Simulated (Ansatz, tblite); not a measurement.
# n-GeGeSiSiH10 (Si₂Ge₂H₁₀): one state, many levels

How do method and basis change the picture of n-GeGeSiSiH10 (Si₂Ge₂H₁₀) (singlet)?

The runs use Ansatz 0.2.0, Gaussian basis; as each input shows.

The runs, in order: GFN1-xTB, GFN2-xTB, PBE-D4/def2-TZVP, r2SCAN-D4/def2-TZVP, B3LYP-D4/def2-TZVP, HSE06-D4/def2-TZVP, LC-ωPBE/def2-TZVP, PBE-D4/def2-SVP, PBE0-D4/def2-SVP, CCSD(T)/def2-SVP, MP2/def2-TZVP.

2 further runs of the same task are left out: 2 set aside as unsound or not needed. Runs told in other sessions of the task aren't counted.

### 1 The structure

The geometry is that of the singlet, from an earlier relaxation (PBE-D4/def2-SVP).

14 atoms, charge 0, spin multiplicity 1.

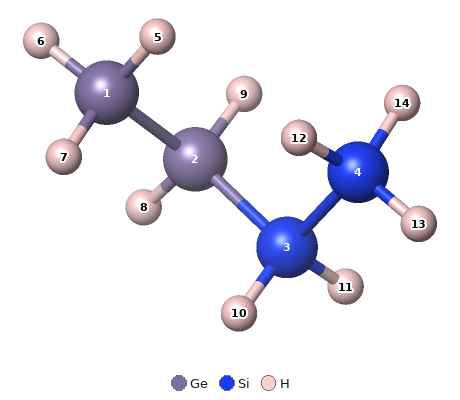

The structure; germanium purple, silicon blue, hydrogen pink; atoms are numbered from 1 in the order of the file.

PBE0-D4/def2-TZVP was run before; its log isn't repeated, and its numbers join the tables.

### 2 GFN1-xTB

Tight binding, by tblite at 300 K electronic temperature and without a spin-polarisation term:

```python
tblite.interface.Calculator('GFN1-xTB', numbers, positions, charge=0, uhf=0).singlepoint()
```

Energy -337.8364 eV, HOMO -11.37 eV, LUMO -7.74 eV; 0.014 s.

### 3 GFN2-xTB

Tight binding, by tblite at 300 K electronic temperature and without a spin-polarisation term:

```python
tblite.interface.Calculator('GFN2-xTB', numbers, positions, charge=0, uhf=0).singlepoint()
```

Energy -337.0479 eV, HOMO -9.78 eV, LUMO -5.78 eV; 0.013 s.

### 4 PBE-D4/def2-TZVP

start.molden holds the orbitals of an earlier run on this state, given as this run's starting guess.

Input file in.yaml:

```yaml
crystal:
  periodic: [false, false, false]
  atoms:
    - {symbol: Ge, position_ang: [-1.095734, -2.148275, 0.228633]}
    - {symbol: Ge, position_ang: [1.111116, -1.202367, -0.203353]}
    - {symbol: Si, position_ang: [1.165298, 1.071046, 0.552608]}
    - {symbol: Si, position_ang: [-0.575996, 2.267353, -0.480464]}
    - {symbol: H, position_ang: [-2.161830, -1.405492, -0.620583]}
    - {symbol: H, position_ang: [-1.140052, -3.657997, -0.129047]}
    - {symbol: H, position_ang: [-1.462380, -1.982560, 1.727617]}
    - {symbol: H, position_ang: [2.199868, -2.052509, 0.510707]}
    - {symbol: H, position_ang: [1.397561, -1.250046, -1.731032]}
    - {symbol: H, position_ang: [0.972914, 1.089794, 2.048280]}
    - {symbol: H, position_ang: [2.494794, 1.710219, 0.239341]}
    - {symbol: H, position_ang: [-1.898824, 1.663431, -0.088061]}
    - {symbol: H, position_ang: [-0.568214, 3.718012, -0.076990]}
    - {symbol: H, position_ang: [-0.438541, 2.179391, -1.977646]}
basis:
  gaussian: {orbitals: def2-TZVP, initial_orbitals: start.molden}
hamiltonian: {xc: pbe, dispersion: d4}
scf: {omitted_lower_state_checks: [starts]}
output: {forces: true, orbitals: {seedname: orbitals}}
```

Launch:

```
$ ansatz run in.yaml --threads 4 --pin off --events-out ev --progress --plain --max-ram 4787MiB
```

The log of the run, cut to the lines that bear on the results:

```text
Functional definition: PBE
  name "PBE"
  cite "Perdew, Burke & Ernzerhof, Phys. Rev. Lett. 77, 3865 (1996) doi:10.1103/PhysRevLett.77.3865"
  parent pbe
[...]
1660 factors; their error is unknown
[...]
mean field -128929.31043801 eV, -4738.0647671714 hartree, gradient 8.2e-6 eV, S^2 0.000000; 0 other end points of the search recorded, 0 dependent functions left out
[...]
reference -128929.31049606 eV, -4738.0647693049 hartree; 51, 51 occupied and 179, 179 virtual orbitals, 1660 factors
Total energy: -128929.67295723 eV, -4738.0780895069 hartree
Atom 0 at    -1.095734    -2.148275     0.228633 Å, force    -0.038549    -0.026347    -0.004095 eV/Å
Atom 1 at     1.111116    -1.202367    -0.203353 Å, force     0.032284     0.028593    -0.000407 eV/Å
Atom 2 at     1.165298     1.071046     0.552608 Å, force     0.051150     0.057381     0.054298 eV/Å
Atom 3 at    -0.575996     2.267353    -0.480464 Å, force    -0.059530     0.027911    -0.028287 eV/Å
Atom 4 at    -2.161830    -1.405492    -0.620583 Å, force     0.048296    -0.035204     0.040884 eV/Å
Atom 5 at    -1.140052    -3.657997    -0.129047 Å, force    -0.003749     0.065603     0.017195 eV/Å
Atom 6 at    -1.462380    -1.982560     1.727617 Å, force     0.016419    -0.007635    -0.065313 eV/Å
Atom 7 at     2.199868    -2.052509     0.510707 Å, force    -0.044807     0.028213    -0.030279 eV/Å
Atom 8 at     1.397561    -1.250046    -1.731032 Å, force    -0.012382    -0.005403     0.063239 eV/Å
Atom 9 at     0.972914     1.089794     2.048280 Å, force     0.023492    -0.000892    -0.149935 eV/Å
Atom 10 at     2.494794     1.710219     0.239341 Å, force    -0.127101    -0.066170     0.035328 eV/Å
Atom 11 at    -1.898824     1.663431    -0.088061 Å, force     0.133845     0.064493    -0.042900 eV/Å
Atom 12 at    -0.568214     3.718012    -0.076990 Å, force    -0.004809    -0.142952    -0.044181 eV/Å
Atom 13 at    -0.438541     2.179391    -1.977646 Å, force    -0.014558     0.012409     0.154454 eV/Å
Dipole moment:     0.026839     0.006922     0.006730 e Å
Checks for a lower state left out: starts
```

Run time: 2.7 s. Hardware: 4 threads of Intel Xeon at 2.60GHz, shared host.

From the report: HOMO -6.77 eV, LUMO -1.13 eV.

### 5 r2SCAN-D4/def2-TZVP

in.yaml: that of step 4 with these lines changed.

```diff
@@ -19,4 +19,4 @@
   gaussian: {orbitals: def2-TZVP, initial_orbitals: start.molden}
-hamiltonian: {xc: pbe, dispersion: d4}
+hamiltonian: {xc: r2scan, dispersion: d4}
 scf: {omitted_lower_state_checks: [starts]}
-output: {forces: true, orbitals: {seedname: orbitals}}
+output: {orbitals: {seedname: orbitals}}
```

Same command.

The log of the run:

```text
Functional definition: r2SCAN
  name "r2SCAN"
  cite "Furness, Kaplan, Ning, Perdew & Sun, J. Phys. Chem. Lett. 11, 8208 (2020) doi:10.1021/acs.jpclett.0c02405"
  cite "Furness, Kaplan, Ning, Perdew & Sun, J. Phys. Chem. Lett. 11, 9248 (2020) doi:10.1021/acs.jpclett.0c03077"
  parent r2scan
  parameter k0 = 0.174
  parameter k1 = 0.065
  parameter a1 = 4.9479
  exchange = r2scan_x(k0 = k0, k1 = k1, a1 = a1)
  correlation = r2scan_c
these checks for a lower state are left out or cut short: starts
1660 factors; their error is unknown
mean field evaluation 1: about -128953.1742 eV, gradient 9.9e0 eV
mean field evaluation 2: about -128953.2385 eV, gradient 9.4e-2 eV
mean field evaluation 4: about -128953.2074 eV, gradient 5.2e-5 eV
mean field -128953.20739414 eV, -4738.9429641113 hartree, gradient 8.6e-5 eV, S^2 0.000000; 0 other end points of the search recorded, 0 dependent functions left out
reference -128953.20741142 eV, -4738.9429647464 hartree; 51, 51 occupied and 179, 179 virtual orbitals, 1660 factors
Total energy: -128953.29898499 eV, -4738.9463300131 hartree
Checks for a lower state left out: starts
```

Run time: 3.5 s. Hardware: 4 threads of Intel Xeon at 2.60GHz, shared host.

From the report: HOMO -7.03 eV, LUMO -0.90 eV.

### 6 B3LYP-D4/def2-TZVP

in.yaml: that of step 5 with these lines changed.

```diff
@@ -19,3 +19,3 @@
   gaussian: {orbitals: def2-TZVP, initial_orbitals: start.molden}
-hamiltonian: {xc: r2scan, dispersion: d4}
+hamiltonian: {xc: {name: B3LYP}, dispersion: d4}
 scf: {omitted_lower_state_checks: [starts]}
```

Same command.

The log of the run, cut to the lines that bear on the results:

```text
Functional definition: B3LYP
  name "B3LYP"
  cite "Stephens, Devlin, Chabalowski & Frisch, J. Phys. Chem. 98, 11623 (1994) doi:10.1021/j100096a001"
  cite "Becke, Phys. Rev. A 38, 3098 (1988) doi:10.1103/PhysRevA.38.3098"
  cite "Lee, Yang & Parr, Phys. Rev. B 37, 785 (1988) doi:10.1103/PhysRevB.37.785"
  cite "Vosko, Wilk & Nusair, Can. J. Phys. 58, 1200 (1980) doi:10.1139/p80-159"
[...]
1740 factors; their error is unknown
[...]
mean field -128959.23770899 eV, -4739.1645740945 hartree, gradient 1.1e-5 eV, S^2 0.000000; 0 other end points of the search recorded, 0 dependent functions left out
reference -128959.23807049 eV, -4739.1645873795 hartree; 51, 51 occupied and 179, 179 virtual orbitals, 1740 factors
Total energy: -128959.82519528 eV, -4739.1861638177 hartree
Checks for a lower state left out: starts
```

Run time: 3.5 s. Hardware: 4 threads of Intel Xeon at 2.60GHz, shared host; peak memory 0.95 GiB.

Report: HOMO -7.57 eV, LUMO -0.51 eV.

### 7 HSE06-D4/def2-TZVP

in.yaml: that of step 6 with these lines changed.

```diff
@@ -19,3 +19,3 @@
   gaussian: {orbitals: def2-TZVP, initial_orbitals: start.molden}
-hamiltonian: {xc: {name: B3LYP}, dispersion: d4}
+hamiltonian: {xc: hse06, dispersion: d4}
 scf: {omitted_lower_state_checks: [starts]}
```

Same command.

The log of the run, cut to the lines that bear on the results:

```text
Functional definition: HSE06
  name "HSE06"
  cite "Heyd, Scuseria & Ernzerhof, J. Chem. Phys. 118, 8207 (2003) doi:10.1063/1.1564060"
  cite "Krukau, Vydrov, Izmaylov & Scuseria, J. Chem. Phys. 125, 224106 (2006) doi:10.1063/1.2404663"
  cite "Heyd & Scuseria, J. Chem. Phys. 120, 7274 (2004) doi:10.1063/1.1668634"
  cite "Ernzerhof & Perdew, J. Chem. Phys. 109, 3313 (1998) doi:10.1063/1.476928"
  cite "Perdew, Burke & Ernzerhof, Phys. Rev. Lett. 77, 3865 (1996) doi:10.1103/PhysRevLett.77.3865"
  parent pbe
[...]
  # The whole range is PBE's own exchange, as in plane waves. The composition of these papers is wPBEh.
[...]
1778 factors; their error is unknown
126 factors; integrals over basis functions are off by at most 5.2e-7 eV
[...]
mean field -128933.80168662 eV, -4738.2298175135 hartree, gradient 4.1e-5 eV, S^2 0.000000; 0 other end points of the search recorded, 0 dependent functions left out
reference -128933.80174529 eV, -4738.2298196697 hartree; 51, 51 occupied and 179, 179 virtual orbitals, 1778 factors
Total energy: -128934.10343563 eV, -4738.2409065853 hartree
Checks for a lower state left out: starts
```

Run time: 3.9 s. Hardware: 4 threads of Intel Xeon at 2.60GHz, shared host; peak memory 1 GiB.

Report: HOMO -7.40 eV, LUMO -0.69 eV.

### 8 LC-ωPBE/def2-TZVP

in.yaml: that of step 7 with these lines changed.

```diff
@@ -19,3 +19,3 @@
   gaussian: {orbitals: def2-TZVP, initial_orbitals: start.molden}
-hamiltonian: {xc: hse06, dispersion: d4}
+hamiltonian: {xc: {name: LC-wPBE}}
 scf: {omitted_lower_state_checks: [starts]}
```

Launched as before.

The log of the run, cut to the lines that bear on the results:

```text
Functional definition: LC-wPBE
  name "LC-wPBE"
  cite "Vydrov & Scuseria, J. Chem. Phys. 125, 234109 (2006) doi:10.1063/1.2409292"
  cite "Heyd & Scuseria, J. Chem. Phys. 120, 7274 (2004) doi:10.1063/1.1668634"
  cite "Ernzerhof & Perdew, J. Chem. Phys. 109, 3313 (1998) doi:10.1063/1.476928"
  cite "Perdew, Burke & Ernzerhof, Phys. Rev. Lett. 77, 3865 (1996) doi:10.1103/PhysRevLett.77.3865"
  parent pbe
[...]
1660 factors; their error is unknown
592 factors; integrals over basis functions are off by at most 1.9e-5 eV
[...]
mean field -128935.64561607 eV, -4738.2975806709 hartree, gradient 1.4e-5 eV, S^2 0.000000; 0 other end points of the search recorded, 0 dependent functions left out
reference -128935.64561608 eV, -4738.2975806713 hartree; 51, 51 occupied and 179, 179 virtual orbitals, 1660 factors
Total energy: -128935.64561608 eV, -4738.2975806713 hartree
Checks for a lower state left out: starts
```

Wall time 3.2 s (4 threads of Intel Xeon at 2.60GHz, shared host); peak memory 0.57 GiB.

From the report: HOMO -10.23 eV, LUMO 1.77 eV.

### 9 PBE-D4/def2-SVP

in.yaml: that of step 8 with these lines changed.

```diff
@@ -18,4 +18,4 @@
 basis:
-  gaussian: {orbitals: def2-TZVP, initial_orbitals: start.molden}
-hamiltonian: {xc: {name: LC-wPBE}}
+  gaussian: {orbitals: def2-SVP, initial_orbitals: start.molden}
+hamiltonian: {xc: pbe, dispersion: d4}
 scf: {omitted_lower_state_checks: [starts]}
```

The command is unchanged.

The log of the run:

```text
Functional definition: PBE
  name "PBE"
  cite "Perdew, Burke & Ernzerhof, Phys. Rev. Lett. 77, 3865 (1996) doi:10.1103/PhysRevLett.77.3865"
  parent pbe
  parameter kappa = 0.804
  parameter beta = 0.06672455060314922
  exchange = pbe_x(kappa = kappa, mu = beta*pi^2/3)
  correlation = pbe_c(beta = beta)
these checks for a lower state are left out or cut short: starts
1674 factors; their error is unknown
mean field evaluation 1: about -128909.3753 eV, gradient 9.7e0 eV
mean field evaluation 2: about -128909.5640 eV, gradient 1.7e-1 eV
mean field evaluation 4: about -128909.4291 eV, gradient 2.2e-4 eV
mean field -128909.42907221 eV, -4737.3341404544 hartree, gradient 2.1e-5 eV, S^2 0.000000; 0 other end points of the search recorded, 0 dependent functions left out
reference -128909.42912016 eV, -4737.3341422164 hartree; 51, 51 occupied and 99, 99 virtual orbitals, 1674 factors
Total energy: -128909.79158132 eV, -4737.3474624184 hartree
Checks for a lower state left out: starts
```

It took 1.2 s on 4 threads of Intel Xeon at 2.60GHz, shared host.

Report: HOMO -6.77 eV, LUMO -0.91 eV.

### 10 PBE0-D4/def2-SVP

in.yaml: that of step 9 with these lines changed.

```diff
@@ -19,3 +19,3 @@
   gaussian: {orbitals: def2-SVP, initial_orbitals: start.molden}
-hamiltonian: {xc: pbe, dispersion: d4}
+hamiltonian: {xc: pbe0, dispersion: d4}
 scf: {omitted_lower_state_checks: [starts]}
```

The command is unchanged.

The log of the run:

```text
Functional definition: PBE0
  name "PBE0"
  cite "Adamo & Barone, J. Chem. Phys. 110, 6158 (1999) doi:10.1063/1.478522"
  cite "Perdew, Burke & Ernzerhof, Phys. Rev. Lett. 77, 3865 (1996) doi:10.1103/PhysRevLett.77.3865"
  parent pbe
  parameter a = 0.25
  parameter kappa = 0.804
  parameter beta = 0.06672455060314922
  exchange = (1 - a)*pbe_x(kappa = kappa, mu = beta*pi^2/3) + a*exact_x
  correlation = pbe_c(beta = beta)
these checks for a lower state are left out or cut short: starts
1476 factors; integrals over basis functions are off by at most 1.4e-3 eV
mean field evaluation 1: about -128914.3481 eV, gradient 3.9e0 eV
mean field evaluation 2: about -128914.3864 eV, gradient 3.5e-2 eV
mean field evaluation 4: about -128914.4328 eV, gradient 2.8e-4 eV
mean field -128914.43276333 eV, -4737.5180227115 hartree, gradient 1.6e-5 eV, S^2 0.000000; 0 other end points of the search recorded, 0 dependent functions left out
reference -128914.43279951 eV, -4737.5180240411 hartree; 51, 51 occupied and 99, 99 virtual orbitals, 1476 factors
Total energy: -128914.74939214 eV, -4737.5296586058 hartree
Checks for a lower state left out: starts
```

Wall time 2.3 s (4 threads of Intel Xeon at 2.60GHz, shared host).

Report: HOMO -7.82 eV, LUMO -0.13 eV.

### 11 CCSD(T)/def2-SVP

in.yaml: that of step 10 with these lines changed.

```diff
@@ -19,3 +19,3 @@
   gaussian: {orbitals: def2-SVP, initial_orbitals: start.molden}
-hamiltonian: {xc: pbe0, dispersion: d4}
+correlation: {method: ccsd_t}
 scf: {omitted_lower_state_checks: [starts]}
```

Same command.

The log of the run, cut to the lines that bear on the results:

```text
Functional definition: HF
  name "HF"
  cite "Fock, Z. Phys. 61, 126 (1930) doi:10.1007/BF01340294"
  parent pbe
[...]
1476 factors; integrals over basis functions are off by at most 1.4e-3 eV
[...]
mean field -128810.70291127 eV, -4733.7060209587 hartree, gradient 1.2e-6 eV, S^2 0.000000; 0 other end points of the search recorded, 0 dependent functions left out
28 core orbitals not correlated: weight in the atoms' cores, before any rotation towards them, 1.000 or more for the frozen orbitals, at most 0.000 for the correlated occupied ones
reference -128810.70291127 eV, -4733.7060209587 hartree; 23, 23 occupied and 99, 99 virtual orbitals, 1476 factors
second order -18.46988315 eV of doubles, -0.00000000 eV of singles
cycle   1  -19.28004790 eV  change   -8.1e-1 eV  update   1.2e-1
[...]
cycle   8  -20.16265138 eV  change   -2.3e-5 eV  update   1.8e-5
perturbative correction -0.58447971 eV, -0.0214792333 hartree
Total energy: -128831.45004236 eV, -4734.4684639636 hartree
Checks for a lower state left out: starts
```

It took 16 s on 4 threads of Intel Xeon at 2.60GHz, shared host; peak memory 1.1 GiB.

From the report: Hartree-Fock HOMO -10.13 eV, LUMO 3.08 eV; T1 0.011.

### 12 MP2/def2-TZVP

in.yaml: that of step 11 with these lines changed.

```diff
@@ -18,4 +18,4 @@
 basis:
-  gaussian: {orbitals: def2-SVP, initial_orbitals: start.molden}
-correlation: {method: ccsd_t}
+  gaussian: {orbitals: def2-TZVP, initial_orbitals: start.molden}
+correlation: {method: mp2}
 scf: {omitted_lower_state_checks: [starts]}
```

Launched as before.

The log of the run:

```text
Functional definition: HF
  name "HF"
  cite "Fock, Z. Phys. 61, 126 (1930) doi:10.1007/BF01340294"
  parent pbe
  exchange = exact_x
  correlation = 0
these checks for a lower state are left out or cut short: starts
1591 factors; integrals over basis functions are off by at most 1.3e-3 eV
mean field evaluation 1: about -128829.1359 eV, gradient 4.1e1 eV
mean field evaluation 2: about -128830.4251 eV, gradient 1.6e0 eV
mean field evaluation 4: about -128830.6338 eV, gradient 7.6e-1 eV
mean field evaluation 8: about -128830.6360 eV, gradient 1.1e-4 eV
mean field -128830.63601352 eV, -4734.4385489553 hartree, gradient 2.9e-6 eV, S^2 0.000000; 0 other end points of the search recorded, 0 dependent functions left out
28 core orbitals not correlated: weight in the atoms' cores, before any rotation towards them, 1.000 or more for the frozen orbitals, at most 0.000 for the correlated occupied ones
reference -128830.63601352 eV, -4734.4385489553 hartree; 23, 23 occupied and 179, 179 virtual orbitals, 1591 factors
second order -20.45898982 eV of doubles, -0.00000000 eV of singles
Total energy: -128851.09500334 eV, -4735.1904029636 hartree
Checks for a lower state left out: starts
```

It took 3.9 s on 4 threads of Intel Xeon at 2.60GHz, shared host; peak memory 0.66 GiB.

Report: Hartree-Fock HOMO -10.06 eV, LUMO 2.83 eV.

### 13 Levels side by side

```csv
level,functions,HOMO (eV),LUMO (eV),gap (eV),time
PBE-D4/def2-SVP,150,-6.77,-0.91,5.86,1.2 s
PBE-D4/def2-TZVP,230,-6.77,-1.13,5.64,2.7 s
r2SCAN-D4/def2-TZVP,230,-7.03,-0.90,6.12,3.5 s
B3LYP-D4/def2-TZVP,230,-7.57,-0.51,7.06,3.5 s
PBE0-D4/def2-SVP,150,-7.82,-0.13,7.69,2.3 s
PBE0-D4/def2-TZVP,230,-7.78,-0.32,7.46,3.6 s
HSE06-D4/def2-TZVP,230,-7.40,-0.69,6.71,3.9 s
LC-ωPBE/def2-TZVP,230,-10.23,1.77,12.00,3.2 s
```

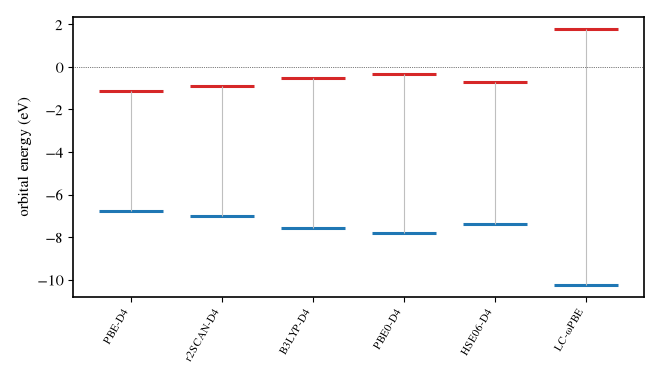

Highest filled (blue) and lowest empty (red) level in def2-TZVP.

Energy pieces by basis (eV):

```
    basis            HF  MP2 correlation  CCSD correlation      (T)               total
 def2-SVP  -128810.7029         -18.4699          -20.1627  -0.5845        -128831.4500
def2-TZVP  -128830.6360         -20.4590                             -128851.0950 (MP2)
```

### 14 Binding energy

Free atoms were run apart at each level; binding is atoms less cluster, divided by the number of atoms, without zero-point or spin-orbit terms.

```
             method  binding an atom (eV)  from CCSD(T)/def2-SVP (eV)   time
        HF/def2-SVP                 2.120                      -0.536       
       HF/def2-TZVP                 2.132                      -0.524       
    PBE-D4/def2-SVP                 2.781                      +0.125  1.2 s
   PBE-D4/def2-TZVP                 2.785                      +0.129  2.7 s
r2SCAN-D4/def2-TZVP                 2.834                      +0.178  3.5 s
 B3LYP-D4/def2-TZVP                 2.819                      +0.163  3.5 s
   PBE0-D4/def2-SVP                 2.785                      +0.129  2.3 s
  PBE0-D4/def2-TZVP                 2.790                      +0.134  3.6 s
 HSE06-D4/def2-TZVP                 2.790                      +0.134  3.9 s
  LC-ωPBE/def2-TZVP                 2.780                      +0.124  3.2 s
       MP2/def2-SVP                 2.604                      -0.052       
      MP2/def2-TZVP                 2.672                      +0.016  3.9 s
      CCSD/def2-SVP                 2.635                      -0.021       
   CCSD(T)/def2-SVP                 2.656                           0   16 s
```

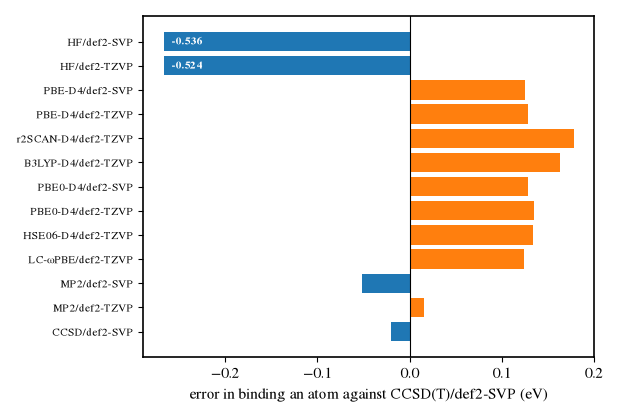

How far each level lands from CCSD(T)/def2-SVP. Bars with a number in them are cut short.

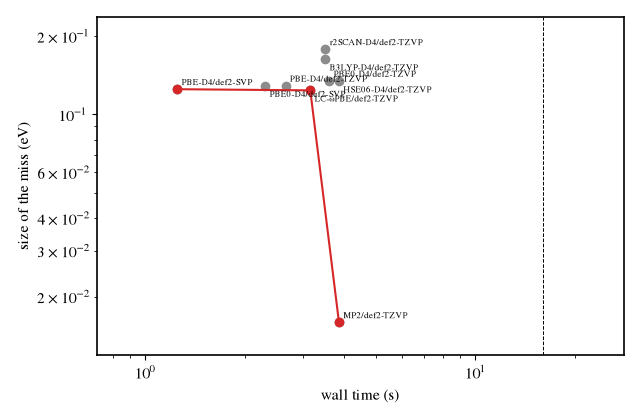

Accuracy for the time spent; red marks the levels that beat every quicker one drawn (of those quicker than the yardstick), and the dashed line is the time of CCSD(T)/def2-SVP. Times are from a shared host.

### 15 What came out

| quantity | value |
| --- | --- |
| gap in def2-TZVP, named functionals, smallest and largest | 5.64 eV (PBE-D4), 12.00 eV (LC-ωPBE) |
| correlation energy, CCSD(T)/def2-SVP | -20.75 eV |
| correlation energy, MP2/def2-TZVP | -20.46 eV |
| binding an atom, CCSD(T)/def2-SVP | 2.656 eV |
| PBE0 total energy, smallest basis above largest | 19.74 eV (def2-SVP, def2-TZVP) |

Orbital gaps of the named functionals in def2-TZVP span 5.64 eV (PBE-D4) to 12.00 eV (LC-ωPBE); exact exchange widens it. The functionals in def2-TZVP miss CCSD(T)/def2-SVP by +0.124 (LC-ωPBE) to +0.178 eV (r2SCAN-D4) an atom. The yardstick is in a double-zeta basis, so levels in larger sets aren't compared like for like. The reference is CCSD(T) in one finite basis, so it carries an error of its own, often a tenth of an eV or more, and near misses can't be ranked.

MP2/def2-TZVP reaches 0.016 eV from the reference in 3.9 s, where CCSD(T)/def2-SVP took 16 s; the quickest level in the cost chart, PBE-D4/def2-SVP, takes 1.2 s and misses by 0.125 eV. The slowest run with a step of its own, CCSD(T)/def2-SVP, took 16 s; the quickest functional in def2-TZVP took 2.7 s (shared host).
